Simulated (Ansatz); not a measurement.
The starting structures come from a database of crystals and need not be the phases stable at ambient conditions.

Where the default PAW files enter, the runs use the earlier of Ansatz's two default sets.

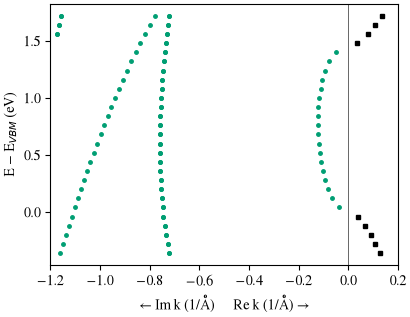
Complex bands at the centre of the two-dimensional zone; PBEsol (Ansatz, an electronic-structure program)

The gap is the functional's own. No spin-orbit coupling. Mid-gap values are those at the computed energy nearest the middle.

Task: This is GaS (P6_3/mmc, not sure to be the ambient phase, 8 atoms a cell, 21.4 Å³ an atom) along the normal of (001). Read off the slowest decay at the centre of the two-dimensional zone at 0.68 eV, the computed energy nearest the middle of the gap.

Result: κ ≈ 0.12 1/Å, a decay length 1/(2κ) of the density of 4.1 Å.
